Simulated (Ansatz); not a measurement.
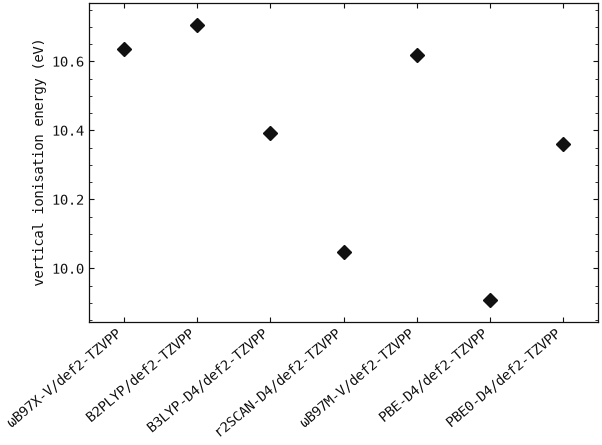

Vertical ionisation energy of C₂H₃NO, SMILES N(=C/C=O)/[H], taken as the energy of the cation less that of the neutral at fixed geometry (unrestricted doublet cation, cores frozen in correlated methods, no spin-orbit coupling), the Ansatz code 0.2.0, at a PBE0-D4/def2-TZVP geometry (a minimum by its frequencies).

**What range do the values span?**

From 9.91 eV (PBE-D4/def2-TZVPP) to 10.70 eV (B2PLYP/def2-TZVPP).

**Give the values.**

| level | eV |
| --- | --- |
| ωB97X-V/def2-TZVPP | 10.64 |
| B2PLYP/def2-TZVPP | 10.70 |
| B3LYP-D4/def2-TZVPP | 10.39 |
| r2SCAN-D4/def2-TZVPP | 10.05 |
| ωB97M-V/def2-TZVPP | 10.62 |
| PBE-D4/def2-TZVPP | 9.91 |
| PBE0-D4/def2-TZVPP | 10.36 |

Caveats, for all or some of the runs: one conformer of a flexible molecule.
